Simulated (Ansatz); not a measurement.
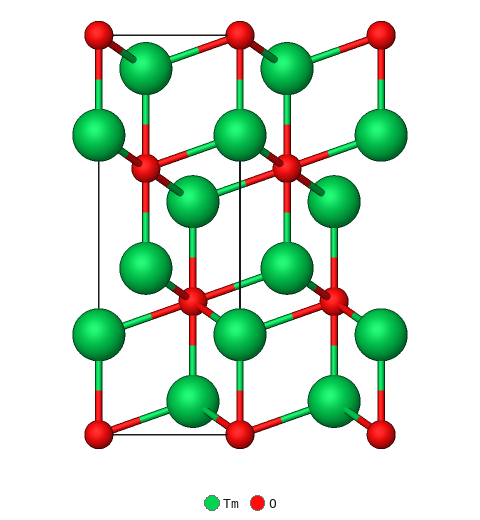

The picture looks along a close-packed row of the hexagonal mesh; [111] points upwards. Every atom sits on one of the three columns of the mesh; call them A, B, C in the order in which they first turn up. The box is the hexagonal cell of the face-centred cubic lattice. The sequence starts with the first layer at or above the cell's origin.

Tm2O. Coordinates: the input geometry of an electronic-structure calculation (not necessarily at equilibrium); the starting structure was generated, so it need not be a known form of this composition.

Read off the stacking sequence over one period.

O(A) – Tm(B) – Tm(A) – O(B) – Tm(C) – Tm(B) – O(C) – Tm(A) – Tm(C) (nine layers in 9.14 Å).

How are the O layers alone stacked?

O layers alone: ABC, the cubic close-packed type.

Which positions between or in the O layers do the other atoms fill?

Tm: six tetrahedral sites in each hexagonal cell.

Heights of the layers:

```csv
layer,atoms (column),height (Å),to next (Å)
1,O(A),0.00,0.76
2,Tm(B),0.76,1.52
3,Tm(A),2.28,0.76
4,O(B),3.05,0.76
5,Tm(C),3.81,1.52
6,Tm(B),5.33,0.76
7,O(C),6.09,0.76
8,Tm(A),6.85,1.52
9,Tm(C),8.38,0.76
```
